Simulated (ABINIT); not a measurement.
**NaCl (Fm-3m): G0W0 in ABINIT against the screening cutoff in the self-energy**

Wanted: the cheapest screening cutoff in the self-energy that holds the gap of NaCl (Fm-3m).

Calculated with ABINIT 10.8.3; PBE and many-body steps on it, plane waves.

The database entry behind the starting cell differs from later determinations by our own check (an axis about 0.4 % short against later determinations), so it need not match the best structure at ambient conditions.

## Step 1: The structure

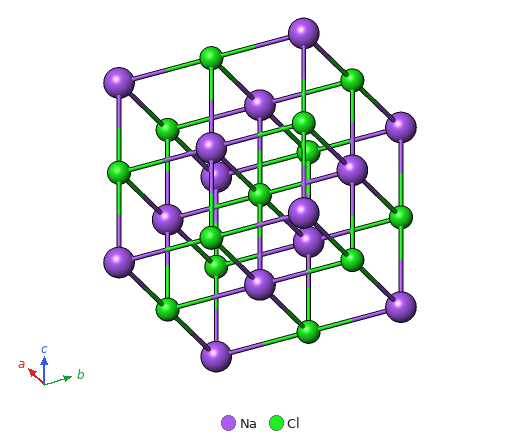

The starting structure, seen from a free direction (sodium purple, chlorine green). This picture shows the conventional cell, with its axes. Some periodic images of atoms are drawn too.

The cell and positions come from the Crystallography Open Database and are kept as given unless a step says otherwise.

## Step 2: Screening, 4×4×4 mesh, 293 bands, screening to 272.1 eV

This step: ABINIT 10.8.3; RPA screening on PBE, plane waves, norm-conserving pseudopotentials.

The RPA dielectric matrix is built and inverted for each q.

Input file run.abi:

```
acell 3*1.0 Angstrom
rprim 
  0.000000000000 2.810000000000 2.810000000000
  2.810000000000 0.000000000000 2.810000000000
  2.810000000000 2.810000000000 0.000000000000
ntypat 2
znucl 11 17
natom 2
typat 1 2
xred 
  0.000000000000 0.000000000000 0.000000000000
  0.500000000000 0.500000000000 0.500000000000
pp_dirpath "pseudos"
pseudos "Na.upf, Cl.upf"
ecut 38
ngkpt 4 4 4
nshiftk 1
shiftk 0 0 0
kptopt 1
chksymbreak 0
istwfk *1
occopt 1
irdwfk 1
optdriver 3
nband 293
ecuteps 10
inclvkb 2
awtr 1
symchi 1
indata_prefix "in"
outdata_prefix "out"
tmpdata_prefix "tmp"
```

Command:

```bash
> OMP_NUM_THREADS=1 mpirun -n 4 abinit run.abi > log
```

The log of the run:

```text
.Version 10.8.3 of ABINIT. v10.8.2 released Aug 2026.

 Symmetries : space group Fm -3 m (#225); Bravais cF (face-center cubic)
[... echo of the input left out ...]
== DATASET  1 ==================================================================
-   mpi_nproc: 4, omp_nthreads: 1 (-1 if OMP is not activated)

--- !DatasetInfo
iteration_state: {dtset: 1, }
dimensions: {natom: 2, nkpt: 8, mband: 293, nsppol: 1, nspinor: 1, nspden: 1, mpw: 3383, }
cutoff_energies: {ecut:  38.0, pawecutdg:  -1.0, }
electrons: {nelect:   1.60000000E+01, charge:   0.00000000E+00, occopt:   1.00000000E+00, tsmear:   1.00000000E-02, }

 SCREENING: Calculation of the susceptibility and dielectric matrices

 Based on a program developped by R.W. Godby, V. Olevano, G. Onida, and L. Reining.
 Incorporated in ABINIT by V. Olevano, G.-M. Rignanese, and M. Torrent.
.Using double precision arithmetic ; gwpc =  8

[... cell and pseudopotentials left out ...]
--------------------------------------------------------------------------------

 ==== K-mesh for the wavefunctions ====
 Number of points in the irreducible wedge :     8
[... list of points left out ...]
 Together with 48 symmetry operations and time-reversal symmetry
 yields    64 points in the full Brillouin Zone.

 ==== Q-mesh for the screening function ====
 Number of points in the irreducible wedge :     8
[... list of points left out ...]
 Together with 48 symmetry operations and time-reversal symmetry
 yields    64 points in the full Brillouin Zone.

 setmesh: FFT mesh size selected  =    32x   32x   32
          total number of points  =        32768

 vcoul_init : cutoff-mode = AUXILIARY_FUNCTION
 q-points for optical limit:   1
     1)      0.000010    0.000020    0.000030

- screening: taking advantage of time-reversal symmetry
- Maximum band index for partially occupied states nbvw = 8
- Remaining bands to be divided among processors   nbcw = 285
- Number of bands treated by each node ~71

 Number of electrons calculated from density =   16.0000; Expected =   16.0000
 average of density, n =  0.053429
 r_s =    1.6471
 omega_plasma =   22.2968 [eV]

 calculating chi0 at frequencies [eV] :
  1    0.000000E+00    0.000000E+00
  2    0.000000E+00    2.229681E+01

--------------------------------------------------------------------------------
  q-point number  1        q = ( 0.000000, 0.000000, 0.000000) [r.l.u.]
--------------------------------------------------------------------------------
[... chi0 elements left out ...]
 For q-point:  0.000010 0.000020 0.000030
  dielectric constant =   2.3848
  dielectric constant without local fields =   2.8013

  Average fulfillment of the sum rule on Im[epsilon] for q-point    1 :     85.43  [%]
[... wings left out ...]
  q-point number  2        q = ( 0.250000, 0.000000, 0.000000) [r.l.u.]
--------------------------------------------------------------------------------
[... chi0 elements left out ...]
  Average fulfillment of the sum rule on Im[epsilon] for q-point    2 :     89.98  [%]

 [... 6 further q-points ...]
```

Wall time 1.8 min (4 MPI ranks of Arm Neoverse V1, shared host); peak memory 1.8 GiB.

Numbers from this step:

* ε∞ with local fields, on this mesh, along the program's q direction: 2.385
* the same without local fields: 2.801
* plasma frequency: 22.30 eV
* plane waves in the screening matrix: 459

Local fields lower ε∞ by 15 %. On a Γ-centred mesh this coarse the value itself is usually too large, while a short band sum pulls it down.

## Step 3: 1 Ha

This step: G0W0 on PBE, plane waves, norm-conserving pseudopotentials.

run.abi: that of step 2 with these lines changed.

```diff
@@ -23,8 +23,15 @@
 irdwfk 1
-optdriver 3
+optdriver 4
 nband 293
-ecuteps 10
-inclvkb 2
-awtr 1
-symchi 1
+gwcalctyp 0
+ecutsigx 38
+symsigma 1
+nkptgw 1
+kptgw 
+  0.0000000000 0.0000000000 0.0000000000
+bdgw 
+  6 12
+ecuteps 1
+irdscr 1
+ppmodel 1
 indata_prefix "in"
```

The log of the run:

```text
.Version 10.8.3 of ABINIT. v10.8.2 released Aug 2026.

 Symmetries : space group Fm -3 m (#225); Bravais cF (face-center cubic)
[... echo of the input left out ...]
== DATASET  1 ==================================================================
-   mpi_nproc: 4, omp_nthreads: 1 (-1 if OMP is not activated)

--- !DatasetInfo
iteration_state: {dtset: 1, }
dimensions: {natom: 2, nkpt: 8, mband: 293, nsppol: 1, nspinor: 1, nspden: 1, mpw: 3383, }
cutoff_energies: {ecut:  38.0, pawecutdg:  -1.0, }
electrons: {nelect:   1.60000000E+01, charge:   0.00000000E+00, occopt:   1.00000000E+00, tsmear:   1.00000000E-02, }

 SIGMA: Calculation of the GW corrections

 Based on a program developped by R.W. Godby, V. Olevano, G. Onida, and L. Reining.
 Incorporated in ABINIT by V. Olevano, G.-M. Rignanese, and M. Torrent.
.Using double precision arithmetic ; gwpc =  8

[... cell and pseudopotentials left out ...]
--------------------------------------------------------------------------------

 ==== K-mesh for the wavefunctions ====
 Number of points in the irreducible wedge :     8
[... list of points left out ...]
 Together with 48 symmetry operations and time-reversal symmetry
 yields    64 points in the full Brillouin Zone.

 ==== Q-mesh for screening function ====
 Number of points in the irreducible wedge :     8
[... list of points left out ...]
 Together with 48 symmetry operations and time-reversal symmetry
 yields    64 points in the full Brillouin Zone.

 vcoul_init : cutoff-mode = AUXILIARY_FUNCTION
 q-points for optical limit:   1
     1)      0.000010    0.000020    0.000030
 setmesh: FFT mesh size selected  =    45x   45x   45
          total number of points  =        91125

 Number of electrons calculated from density =   16.0000; Expected =   16.0000
 average of density, n =  0.053429
 r_s =    1.6471
 omega_plasma =   22.2968 [eV]

 === KS Band Gaps ===
  >>>> For spin  1
   Minimum direct gap =   5.1497 [eV], located at k-point      :   0.0000  0.0000  0.0000
   Fundamental gap    =   5.1497 [eV], Top of valence bands at :   0.0000  0.0000  0.0000
                                       Bottom of conduction at :   0.0000  0.0000  0.0000
 SIGMA fundamental parameters:
 PLASMON POLE MODEL  1
 number of plane-waves for SigmaX                 3383
 number of plane-waves for SigmaC and W             15
 number of plane-waves for wavefunctions          3383
 number of bands                                   293
 number of independent spin polarizations            1
 number of spinorial components                      1
 number of k-points in IBZ                           8
 number of q-points in IBZ                           8
 number of symmetry operations                      48
 number of k-points in BZ                           64
 number of q-points in BZ                           64
 number of frequencies for dSigma/dE                 9
 frequency step for dSigma/dE [eV]                0.25
 number of omega for Sigma on real axis              0
 max omega for Sigma on real axis  [eV]           0.00
 zcut for avoiding poles [eV]                     0.10

 EPSILON^-1 parameters (SCR file):
 dimension of the eps^-1 matrix on file            459
 dimension of the eps^-1 matrix used                15
 number of plane-waves for wavefunctions          3383
 number of bands                                   293
 number of q-points in IBZ                           8
 number of frequencies                               2
 number of real frequencies                          1
 number of imag frequencies                          1

 matrix elements of self-energy operator (all in [eV])

 Perturbative Calculation

--- !SelfEnergy_ee
iteration_state: {dtset: 1, }
kpoint     : [   0.000,    0.000,    0.000, ]
spin       : 1
KS_gap     :    5.150
QP_gap     :    7.781
Delta_QP_KS:    2.632
data: !SigmaeeData |
     Band     E0 <VxcDFT>   SigX SigC(E0)      Z dSigC/dE  Sig(E)    E-E0       E
        6  -0.539 -14.493 -18.927   2.350   0.845  -0.184 -16.253  -1.759  -2.298
        7  -0.539 -14.493 -18.927   2.350   0.845  -0.184 -16.253  -1.759  -2.298
        8  -0.539 -14.493 -18.927   2.350   0.845  -0.184 -16.253  -1.759  -2.298
        9   4.611  -8.178  -4.163  -3.015   0.872  -0.147  -7.305   0.872   5.483
       10  10.523  -8.376  -3.599  -3.065   0.864  -0.158  -6.897   1.479  12.003
       11  10.523  -8.376  -3.599  -3.065   0.864  -0.158  -6.897   1.479  12.003
       12  10.523  -8.376  -3.599  -3.065   0.864  -0.158  -6.897   1.479  12.003

== END DATASET(S) ==============================================================
================================================================================

 -outvars: echo values of variables after computation  --------
           etotal      0.0000000000E+00
            nband         293
             nkpt           8
          spgroup         225
 [... the other variables as echoed above ...]

 Calculation completed.
```

Wall time 3.5 s (4 MPI ranks); peak memory 0.74 GiB; 14 s of CPU time.

This step gave:

```
G0W0 gap on the points computed              : 7.781 eV
starting gap on the mesh                     : 5.150 eV
k of the valence top                         : 0, 0, 0
k of the conduction bottom                   : 0, 0, 0
Z at the valence top                         : 0.845
Z at the conduction bottom                   : 0.872
least direct G0W0 gap on the computed points : 7.781 eV
```

## Step 4: 2 Ha

run.abi: that of step 3 with these lines changed.

```diff
@@ -33,3 +33,3 @@
   6 12
-ecuteps 1
+ecuteps 2
 irdscr 1
```

The log of the run:

```text
.Version 10.8.3 of ABINIT. v10.8.2 released Aug 2026.

 Symmetries : space group Fm -3 m (#225); Bravais cF (face-center cubic)
[... echo of the input left out ...]
== DATASET  1 ==================================================================
-   mpi_nproc: 4, omp_nthreads: 1 (-1 if OMP is not activated)

--- !DatasetInfo
iteration_state: {dtset: 1, }
dimensions: {natom: 2, nkpt: 8, mband: 293, nsppol: 1, nspinor: 1, nspden: 1, mpw: 3383, }
cutoff_energies: {ecut:  38.0, pawecutdg:  -1.0, }
electrons: {nelect:   1.60000000E+01, charge:   0.00000000E+00, occopt:   1.00000000E+00, tsmear:   1.00000000E-02, }

 SIGMA: Calculation of the GW corrections

 Based on a program developped by R.W. Godby, V. Olevano, G. Onida, and L. Reining.
 Incorporated in ABINIT by V. Olevano, G.-M. Rignanese, and M. Torrent.
.Using double precision arithmetic ; gwpc =  8

[... cell and pseudopotentials left out ...]
--------------------------------------------------------------------------------

 ==== K-mesh for the wavefunctions ====
 Number of points in the irreducible wedge :     8
[... list of points left out ...]
 Together with 48 symmetry operations and time-reversal symmetry
 yields    64 points in the full Brillouin Zone.

 ==== Q-mesh for screening function ====
 Number of points in the irreducible wedge :     8
[... list of points left out ...]
 Together with 48 symmetry operations and time-reversal symmetry
 yields    64 points in the full Brillouin Zone.

 vcoul_init : cutoff-mode = AUXILIARY_FUNCTION
 q-points for optical limit:   1
     1)      0.000010    0.000020    0.000030
 setmesh: FFT mesh size selected  =    45x   45x   45
          total number of points  =        91125

 Number of electrons calculated from density =   16.0000; Expected =   16.0000
[...]
number of q-points in BZ                           64
 number of frequencies for dSigma/dE                 9
 frequency step for dSigma/dE [eV]                0.25
 number of omega for Sigma on real axis              0
 max omega for Sigma on real axis  [eV]           0.00
 zcut for avoiding poles [eV]                     0.10

 EPSILON^-1 parameters (SCR file):
 dimension of the eps^-1 matrix on file            459
 dimension of the eps^-1 matrix used                51
 number of plane-waves for wavefunctions          3383
 number of bands                                   293
 number of q-points in IBZ                           8
 number of frequencies                               2
 number of real frequencies                          1
 number of imag frequencies                          1

 matrix elements of self-energy operator (all in [eV])

 Perturbative Calculation

--- !SelfEnergy_ee
iteration_state: {dtset: 1, }
kpoint     : [   0.000,    0.000,    0.000, ]
spin       : 1
KS_gap     :    5.150
QP_gap     :    7.807
Delta_QP_KS:    2.658
data: !SigmaeeData |
     Band     E0 <VxcDFT>   SigX SigC(E0)      Z dSigC/dE  Sig(E)    E-E0       E
        6  -0.539 -14.493 -18.927   2.169   0.823  -0.216 -16.356  -1.862  -2.401
        7  -0.539 -14.493 -18.927   2.169   0.823  -0.216 -16.356  -1.862  -2.401
        8  -0.539 -14.493 -18.927   2.169   0.823  -0.216 -16.356  -1.862  -2.401
        9   4.611  -8.178  -4.163  -3.098   0.867  -0.153  -7.382   0.795   5.406
       10  10.523  -8.376  -3.599  -3.255   0.858  -0.165  -7.069   1.307  11.830
       11  10.523  -8.376  -3.599  -3.255   0.858  -0.165  -7.069   1.307  11.830
       12  10.523  -8.376  -3.599  -3.255   0.858  -0.165  -7.069   1.307  11.830

== END DATASET(S) ==============================================================
================================================================================

 -outvars: echo values of variables after computation  --------
           etotal      0.0000000000E+00
            nband         293
             nkpt           8
          spgroup         225
 [... the other variables as echoed above ...]

 Calculation completed.
```

The job ended after 3.9 s (4 MPI ranks; peak memory 0.71 GiB).

Numbers from this step:

| Quantity | Value |
| --- | --- |
| G0W0 gap on the points computed | 7.807 eV |
| starting gap on the mesh | 5.150 eV |
| k of the valence top | 0, 0, 0 |
| k of the conduction bottom | 0, 0, 0 |
| Z at the valence top | 0.823 |
| Z at the conduction bottom | 0.867 |
| least direct G0W0 gap on the computed points | 7.807 eV |

## Step 5: 3.5 Ha

The self-energy is evaluated for the states that the input lists, and the levels follow from it, in one-shot runs by the linearised quasiparticle equation.

run.abi: that of step 4 with these lines changed.

```diff
@@ -33,3 +33,3 @@
   6 12
-ecuteps 2
+ecuteps 3.5
 irdscr 1
```

The log of the run:

```text
.Version 10.8.3 of ABINIT. v10.8.2 released Aug 2026.

 Symmetries : space group Fm -3 m (#225); Bravais cF (face-center cubic)
[... echo of the input left out ...]
== DATASET  1 ==================================================================
-   mpi_nproc: 4, omp_nthreads: 1 (-1 if OMP is not activated)

--- !DatasetInfo
iteration_state: {dtset: 1, }
dimensions: {natom: 2, nkpt: 8, mband: 293, nsppol: 1, nspinor: 1, nspden: 1, mpw: 3383, }
cutoff_energies: {ecut:  38.0, pawecutdg:  -1.0, }
[...]
10  10.523  -8.376  -3.599  -3.318   0.857  -0.167  -7.126   1.250  11.773
       11  10.523  -8.376  -3.599  -3.318   0.857  -0.167  -7.126   1.250  11.773
       12  10.523  -8.376  -3.599  -3.318   0.857  -0.167  -7.126   1.250  11.773

== END DATASET(S) ==============================================================
================================================================================

 -outvars: echo values of variables after computation  --------
           etotal      0.0000000000E+00
            nband         293
             nkpt           8
          spgroup         225
 [... the other variables as echoed above ...]

 Calculation completed.
```

It took 5.3 s on 4 MPI ranks; peak memory 0.69 GiB.

Numbers from this step:

| Property | Result |
| --- | --- |
| G0W0 gap on the points computed | 7.936 eV |
| starting gap on the mesh | 5.150 eV |
| k of the valence top | 0, 0, 0 |
| k of the conduction bottom | 0, 0, 0 |
| least direct G0W0 gap on the computed points | 7.936 eV |

The gap on the mesh goes from 5.15 eV to 7.94 eV, a correction of +2.79 eV.

(Part 1 of 2 ends here.)

[Paths, hosts, dates, memory and timing lines, banners, echoed tables and standing remarks are left out of the program output.]

[Logs are printed without paths, hosts, clocks, repeated set-up lines and the standing remarks that a program may print on its own settings, such as how far it seeks lower states.]

[Runs of the session that timed out or met a known fault of the program may be left out.]

[Hosts, paths, dates, database ids (printed as entryN), source tags and the programs' standing remarks are cut or masked in the printed files.]

[G0W0 gaps are taken among the corrected bands and points alone; a level outside them can change the order at an edge.]

[Where Ansatz stands beside ABINIT at settings called matched, ABINIT's density can come from a denser mesh and the files from another edition; pairs whose starting gaps differed by over 0.03 eV were left out, so agreement reads better than it is.]
